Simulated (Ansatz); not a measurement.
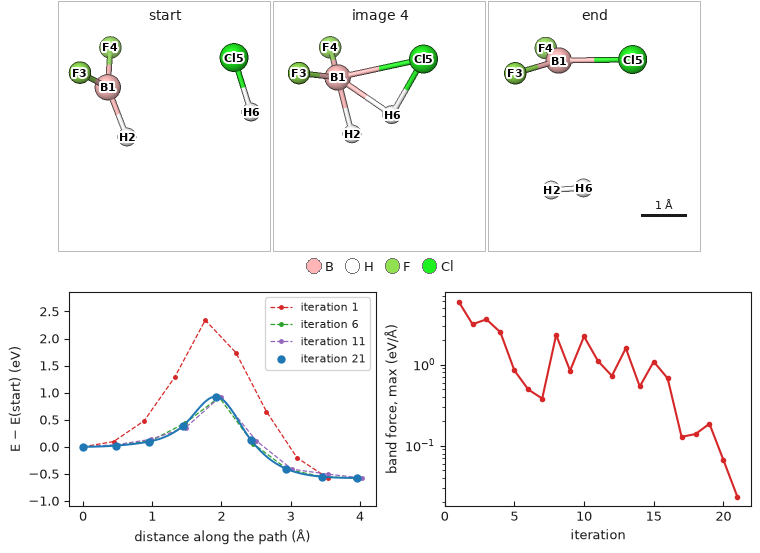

NEB run on BH$_{2}$ClF$_{2}$, made up at the start of BHF₂ and HCl. Images are numbered from 0 (start) to 8 (end). The plot follows the band through its iterations. The picture is a ball-and-stick view, seen at a tilt.

These are results of RKS PBE0/def2-SVP (Ansatz 0.2.0), not measurements.

Input file:
```yaml
crystal:
  periodic: [false, false, false]
  atoms:
    - { symbol: B, position_ang: [-0.010892, 0.398959, -0.115257] }
    - { symbol: H, position_ang: [-0.017472, 0.736582, 1.038936] }
    - { symbol: F, position_ang: [1.118162, 0.286876, -0.778145] }
    - { symbol: F, position_ang: [-1.135045, 0.221066, -0.771947] }
    - { symbol: Cl, position_ang: [0.076893, -2.50326, 0.988529] }
    - { symbol: H, position_ang: [0.097254, -2.063922, 2.197583] }
basis:
  gaussian: { orbitals: def2-SVP }
hamiltonian:
  xc: pbe0
neb:
  order_check: false
  images: 7
  f_tol: 0.05
  max_iterations: 60
  final_atoms:
    - { symbol: B, position_ang: [0.01499107, -0.58568084, -0.55565262] }
    - { symbol: H, position_ang: [0.02031903, 0.29523457, 2.33183451] }
    - { symbol: F, position_ang: [1.12435595, 0.10242655, -0.66647061] }
    - { symbol: F, position_ang: [-1.13389794, 0.03736526, -0.64799884] }
    - { symbol: Cl, position_ang: [0.06662648, -2.31102328, -0.30606091] }
    - { symbol: H, position_ang: [0.03650541, -0.46202126, 2.40404747] }
  initial_path:
    images:
      - { positions_ang: [[-0.010892, 0.398959, -0.115257], [-0.017472, 0.736582, 1.038936], [1.118162, 0.286876, -0.778145], [-1.135045, 0.221066, -0.771947], [0.076893, -2.50326, 0.988529], [0.097254, -2.063922, 2.197583]] }
      - { positions_ang: [[-0.00857669, 0.30270744, -0.0822998], [-0.01250449, 0.54306538, 1.16812881], [1.12355602, 0.22448301, -0.74511029], [-1.13789696, 0.17447212, -0.73898756], [0.08082325, -2.39128235, 0.89855987], [0.08349886, -1.7771446, 2.05940796]] }
      - { positions_ang: [[-0.00626138, 0.20645587, -0.0493426], [-0.00753698, 0.34954875, 1.29732163], [1.12895004, 0.16209003, -0.71207558], [-1.14074891, 0.12787824, -0.70602812], [0.0847535, -2.27930469, 0.80859075], [0.06974373, -1.49036721, 1.92123292]] }
      - { positions_ang: [[-0.00394606, 0.11020431, -0.01638541], [-0.00256947, 0.15603213, 1.42651444], [1.13434406, 0.09969704, -0.67904086], [-1.14360087, 0.08128437, -0.67306868], [0.08868376, -2.16732704, 0.71862162], [0.05598859, -1.20358981, 1.78305788]] }
      - { positions_ang: [[-0.00163075, 0.01395274, 0.01657179], [0.00239804, -0.0374845, 1.55570726], [1.13973808, 0.03730406, -0.64600615], [-1.14645283, 0.03469049, -0.64010924], [0.09261401, -2.05534938, 0.6286525], [0.04223345, -0.91681241, 1.64488285]] }
      - { positions_ang: [[0.0025247, -0.13595565, -0.12648431], [0.00687829, 0.04569527, 1.74973907], [1.13589254, 0.05358468, -0.65112227], [-1.1433141, 0.03535918, -0.64208164], [0.08611713, -2.11926786, 0.39497415], [0.04080144, -0.80311462, 1.834674]] }
      - { positions_ang: [[0.00668016, -0.28586405, -0.26954042], [0.01135853, 0.12887504, 1.94377088], [1.13204701, 0.0698653, -0.65623838], [-1.14017538, 0.03602788, -0.64405404], [0.07962024, -2.18318633, 0.16129579], [0.03936943, -0.68941684, 2.02446516]] }
      - { positions_ang: [[0.01083562, -0.43577244, -0.41259652], [0.01583878, 0.2120548, 2.13780269], [1.12820148, 0.08614592, -0.6613545], [-1.13703666, 0.03669657, -0.64602644], [0.07312336, -2.2471048, -0.07238256], [0.03793742, -0.57571905, 2.21425632]] }
      - { positions_ang: [[0.01499107, -0.58568084, -0.55565262], [0.02031903, 0.29523457, 2.33183451], [1.12435595, 0.10242655, -0.66647061], [-1.13389794, 0.03736526, -0.64799884], [0.06662648, -2.31102328, -0.30606091], [0.03650541, -0.46202126, 2.40404747]] }
```

Command:
```bash
ansatz run input.yaml --threads 2 --pin off --max-ram 3072MiB --backend cpu --events-out ev --progress --plain --runs-dir out
```

Question: How did the profile develop, and is the result final?

Answer: The result is final at these settings. The band converged in 21 iterations. The largest component of the band force went from 6 to 0.024 eV/Å. The climbing image converged on the top of the path. Its vibrational analysis gives one imaginary mode (935i cm⁻¹), as a transition state must have. The first iteration put the highest image at 2.34 eV. The energy climbs by 0.93 eV to image 4 and then falls by 1.50 eV, so the end point sits at −0.58 eV.

Limits of the set-up: the start holds two separate molecules, 3.0 Å apart at their closest, whose relative position is a soft coordinate and is computed without a dispersion correction.

Cost: 2.4 min on 2 threads of AMD EPYC 7R43 64-Core Processor (Zen 3), on a shared host, peak memory 0.14 GiB.
